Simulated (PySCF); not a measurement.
**MoFOH: quintet, from a bent start**

Aim: relax MoFOH as a quintet from a bent start, check by its vibrations whether the end is a minimum, and collect its spectrum and constants.

Computed with PySCF 2.14.0. Level: PBE0, basis Mo def2-TZVP with ECP28, F def2-TZVP, O def2-TZVP, H def2-TZVP, scalar-relativistic core potentials, no spin–orbit coupling, density fitting.

### 1 Starting geometry

4 atoms, charge 0, spin multiplicity 5.

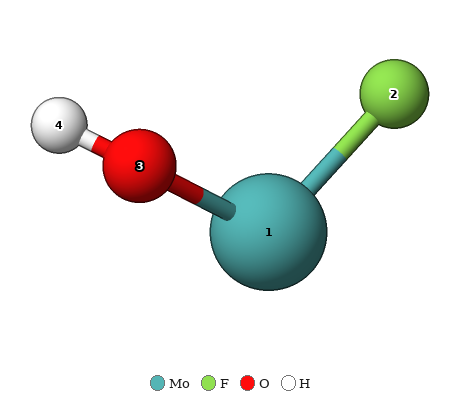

As it starts; molybdenum teal, fluorine green, oxygen red, hydrogen white; atoms are numbered from 1 in the order of the file.

```xyz
4
charge 0 multiplicity 5
Mo    0.0000    0.0000    0.0000
F     1.6547    0.0000    1.1586
O    -1.6465    0.0000    1.1529
H    -2.1520    0.7354    1.5068
```

### 2 Finding the electronic state

One driver script runs all steps and calls PySCF; scf.py shows how it sets up the SCF of each step. The optimiser is the driver's own. After this first run the driver tries any further starts and a stability analysis.

File scf.py:

```python
from pyscf import gto, scf, dft
mol = gto.M(atom='''
Mo     0.000000     0.000000     0.000000
F      1.654700     0.000000     1.158600
O     -1.646500     0.000000     1.152900
H     -2.152000     0.735400     1.506800''',
    basis={'Mo': 'def2-TZVP', 'F': 'def2-TZVP', 'O': 'def2-TZVP', 'H': 'def2-TZVP'},
    ecp={'Mo': 'def2-TZVP'},
    charge=0, spin=4)
mf = dft.UKS(mol, xc='PBE0')
mf.grids.atom_grid = (50, 194)
aux = {'Mo': 'def2-universal-JKFIT', 'F': 'def2-universal-JKFIT', 'O': 'def2-universal-JKFIT', 'H': 'def2-universal-JKFIT'}
mf = mf.density_fit(auxbasis=aux)
mf.conv_tol = 1e-08
mf.diis_space = 10
mf.max_cycle = 60
mf.init_guess = 'minao'
mf.verbose = 4
mf.kernel()
```

Command:

```sh
$ OMP_NUM_THREADS=4 python axn.py task.json out
```

Log:

```text
init E= -237.11260890873
[... the frontier-level lines of each cycle are left out ...]
cycle= 1 E= -243.518429399602  delta_E= -6.41  |g|= 0.787  |ddm|= 2.57
cycle= 2 E= -242.265886064616  delta_E= 1.25  |g|= 1.94  |ddm|= 1.49
cycle= 3 E= -243.724595961154  delta_E= -1.46  |g|= 0.289  |ddm|=  1.1
cycle= 4 E= -243.76319631913  delta_E= -0.0386  |g|= 0.0898  |ddm|= 0.345
cycle= 5 E= -243.767064756209  delta_E= -0.00387  |g|= 0.0301  |ddm|= 0.0956
cycle= 6 E= -243.767337842794  delta_E= -0.000273  |g|= 0.0173  |ddm|= 0.0253
cycle= 7 E= -243.767474620337  delta_E= -0.000137  |g|= 0.00526  |ddm|= 0.0156
cycle= 8 E= -243.767508837889  delta_E= -3.42e-05  |g|= 0.00202  |ddm|= 0.0141
cycle= 9 E= -243.767518725706  delta_E= -9.89e-06  |g|= 0.000701  |ddm|= 0.00824
cycle= 10 E= -243.767521250939  delta_E= -2.53e-06  |g|= 0.000405  |ddm|= 0.00391
cycle= 11 E= -243.767522310228  delta_E= -1.06e-06  |g|= 0.000154  |ddm|= 0.00302
cycle= 12 E= -243.767522571216  delta_E= -2.61e-07  |g|= 7.07e-05  |ddm|= 0.0019
cycle= 13 E= -243.767522589964  delta_E= -1.87e-08  |g|= 3.41e-05  |ddm|= 0.000394
cycle= 14 E= -243.767522595647  delta_E= -5.68e-09  |g|= 1.22e-05  |ddm|= 0.000248
Extra cycle  E= -243.767522596163  delta_E= -5.17e-10  |g|= 9.79e-06  |ddm|= 4.19e-05
converged SCF energy = -243.767522596163  <S^2> = 6.0170497  2S+1 = 5.0068152
```

This step, with its further starts and checks, took 9.9 s on 4 threads of Arm Neoverse V2, shared host.

The starts that the driver tried:

```csv
start,energy (Eh)
the minimal-basis guess,-243.767523
a thermally smeared density,-243.767523
a smeared PBE density,-243.767523
```

No lower solution of this spin turned up from the other starts or in the test of internal stability.

### 3 Relaxing the quintet from the bent start

The program finds C1 symmetry in the start.

scf.py, as its differences from that of step 2:

```diff
@@ -3,4 +3,4 @@
-Mo     0.000000     0.000000     0.000000
-F      1.654700     0.000000     1.158600
-O     -1.646500     0.000000     1.152900
-H     -2.152000     0.735400     1.506800''',
+Mo    -0.021897    -0.005535    -0.313433
+F      1.632803    -0.005535     0.845167
+O     -1.668397    -0.005535     0.839467
+H     -2.173897     0.729865     1.193367''',
@@ -17 +16,0 @@
-mf.init_guess = 'minao'
```

Energy and gradient, step by step:

```
step  energy (Eh)  change (kJ/mol)  largest gradient (Eh/bohr)
   0  -243.767523             0.00                     0.07077
   1  -243.785535           -47.29                     0.02892
   2  -243.789622           -58.02                     0.00960
   3  -243.789901           -58.75                     0.01712
   4  -243.790431           -60.15                     0.01341
   5  -243.790907           -61.39                     0.00398
   6  -243.791059           -61.79                     0.00062
   7  -243.791066           -61.81                     0.00024
   8  -243.791067           -61.82                     0.00018
```

The walk took 15 s.

Positions (Å) and forces (eV/Å) along the way:

```
step 0
Mo  -0.022  -0.006  -0.313  -0.014   0.153   3.639
F    1.633  -0.006   0.845  -1.783   0.027  -1.802
O   -1.668  -0.006   0.839   1.478  -0.387  -1.699
H   -2.174   0.730   1.193   0.320   0.207  -0.138
step 1
Mo  -0.021  -0.010  -0.195  -0.399   0.123   1.487
F    1.607   0.008   0.792  -0.358  -0.004  -0.626
O   -1.691  -0.019   0.764   0.292   0.242  -0.497
H   -2.125   0.734   1.203   0.465  -0.361  -0.364
step 4
Mo  -0.026   0.058   0.021   0.523  -0.110   0.337
F    1.776  -0.044   0.666  -0.688   0.080  -0.251
O   -1.771  -0.030   0.751   0.388  -0.376  -0.320
H   -2.209   0.729   1.127  -0.223   0.405   0.234
step 8
Mo  -0.022   0.040   0.011   0.001  -0.014   0.003
F    1.740  -0.029   0.676  -0.001   0.011  -0.005
O   -1.765  -0.030   0.732   0.007   0.005   0.007
H   -2.184   0.732   1.146  -0.007  -0.003  -0.005
```

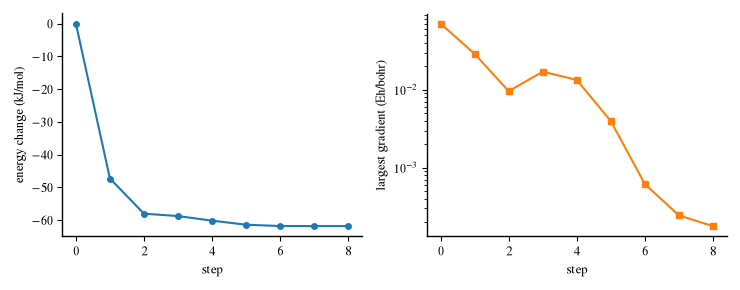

How energy and gradient fall.

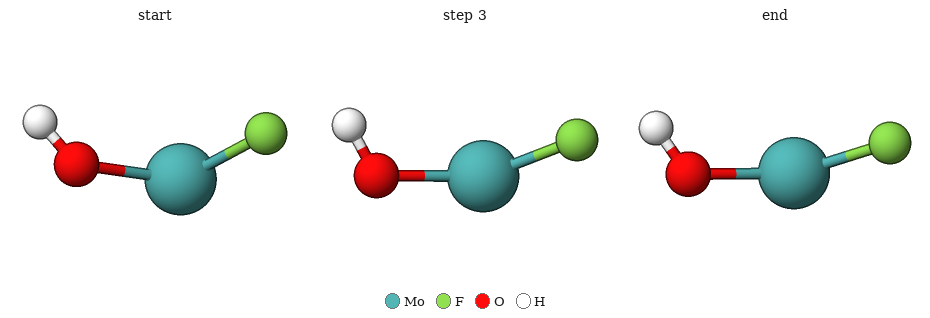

Start and end of the relaxation, with a step between.

End point (C1, 8 steps, 61.8 kJ/mol gained): Mo–F 1.883 Å, Mo–O 1.888 Å, O–H 0.962 Å; F–Mo–O 136.7°, H–O–Mo 122.4°.

### 4 Is it a minimum? Harmonic modes

The point is checked on the finer grid, and tightened if its gradient asks for it. The Hessian and the dipole derivatives come from central differences of analytic gradients, with steps of 0.02 bohr.

scf.py, as its differences from that of step 3:

```diff
@@ -3,4 +3,4 @@
-Mo    -0.021897    -0.005535    -0.313433
-F      1.632803    -0.005535     0.845167
-O     -1.668397    -0.005535     0.839467
-H     -2.173897     0.729865     1.193367''',
+Mo    -0.024159     0.015576    -0.185606
+F      1.739125    -0.058717     0.472633
+O     -1.768089    -0.056792     0.534259
+H     -2.193286     0.703883     0.942607''',
@@ -11 +11 @@
-mf.grids.atom_grid = (50, 194)
+mf.grids.atom_grid = (75, 302)
@@ -14 +14 @@
-mf.conv_tol = 1e-08
+mf.conv_tol = 1e-10
```

This SCF starts from the last density.

SCF at the final geometry:

```text
init E= -243.790961898103
[... the frontier-level lines of each cycle are left out ...]
cycle= 1 E= -243.790961898109  delta_E= -6.76e-12  |g|= 3.43e-06  |ddm|= 6.69e-06
Extra cycle  E= -243.790961898103  delta_E= 6.37e-12  |g|= 6.5e-06  |ddm|= 6.54e-06
converged SCF energy = -243.790961898103  <S^2> = 6.0134735  2S+1 = 5.0053865
```

The whole step took 67 s.

Geometry: C1; Mo–F 1.884 Å, Mo–O 1.888 Å, O–H 0.962 Å; F–Mo–O 136.9°, H–O–Mo 122.7°.

Modes, for the most abundant isotopes:

```
symmetry  ω (cm⁻¹)  IR (km/mol)  μ (u)
       a       131          4.8   9.80
       a       416         87.4   1.18
       a       642          107  19.42
       a       668          154   1.15
       a       693          142   8.35
       a      3839         95.3   1.07
```

All wavenumbers are real: a minimum.

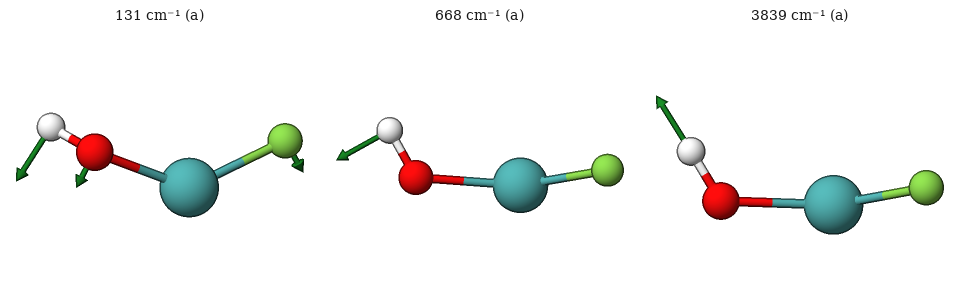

Displacements of 3 of the modes, as arrows (one member where a mode is degenerate).

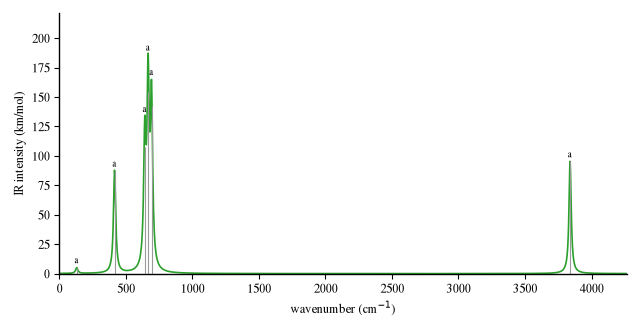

The harmonic infrared spectrum (widths in cm⁻¹). Lines are broadened to a width of 20 cm⁻¹ (Lorentzian).

Constants and moments:

| Property | Result |
| --- | --- |
| Dipole moment | 2.17 D |
| Highest occupied level | -6.05 eV |
| Lowest empty level | -2.11 eV |
| Rotational constants | 1.233, 0.1492, 0.1343 cm⁻¹ |
| Zero-point energy | 38.2 kJ/mol |
| Principal polarisabilities | 43.4, 45.5, 50.5 bohr³ |
| Atomisation energy without zero-point energy | 1288 kJ/mol |
| Principal traceless quadrupole moments about the centre of mass | -9.32, 0.74, 8.58 D Å |
| Entropy at 298.15 K and 1 bar (electronic part: spin only) | 302.9 J/(mol K) |
| Heat capacity Cp at 298.15 K | 58.5 J/(mol K) |
| Enthalpy at 298.15 K above 0 K | 13.46 kJ/mol |
| Rotational symmetry number | 1 |
| Spin squared ⟨S²⟩ | 6.013 |

Populations by atom (charges in e):

| atom | Mulliken | Löwdin | polar tensor | spin (Mulliken) | Mayer order to Mo1 |
| --- | --- | --- | --- | --- | --- |
| Mo1 | 0.92 | 0.53 | 1.20 | 4.01 | – |
| F2 | -0.52 | -0.33 | -0.68 | 0.02 | 0.80 |
| O3 | -0.74 | -0.36 | -0.80 | -0.04 | 0.98 |
| H4 | 0.34 | 0.16 | 0.28 | 0.02 | 0.02 |

Outer orbital energies (eV). α occupied: -11.69, -11.45, -10.30, -9.87, -7.25, -7.14, -6.34, -6.05; empty: -2.11, -0.54, -0.41, 0.33. β occupied: -31.08, -27.35, -14.00, -12.00, -11.24, -10.99, -10.07, -9.67; empty: -2.02, -1.33, -1.30, -0.70.

Mulliken populations on Mo1 (outside its core potential): s 2.60, p 6.17, d 4.28, f 0.03.

### 5 Outcome

| quantity | value |
| --- | --- |
| minimum | quintet, C1 |
| geometry | Mo–F 1.884 Å, Mo–O 1.888 Å, O–H 0.962 Å; F–Mo–O 136.9°, H–O–Mo 122.7° |
| wavenumbers (cm⁻¹) | 131 (a), 416 (a), 642 (a), 668 (a), 693 (a), 3839 (a) |
| dipole moment | 2.17 D |
| highest occupied, lowest empty level (either spin) | -6.05, -2.11 eV |
| polar-tensor charge of Mo1 | +1.20 e |
| zero-point energy | 38.2 kJ/mol |
| entropy at 298.15 K | 302.9 J/(mol K) |
| atomisation energy (no zero-point energy) | 1288 kJ/mol |
| ⟨S²⟩ | 6.013 |

The bent start ends in a minimum without symmetry. The strongest infrared band lies at 668 cm⁻¹ (a). Most of the spin sits on Mo1 (Mulliken spin 4.01, against 4 for the whole molecule). Only this shape and spin were tried, so other structures or states may lie lower. One determinant may miss the lowest occupation of an open d or f shell.

The search up to here took 92 s.
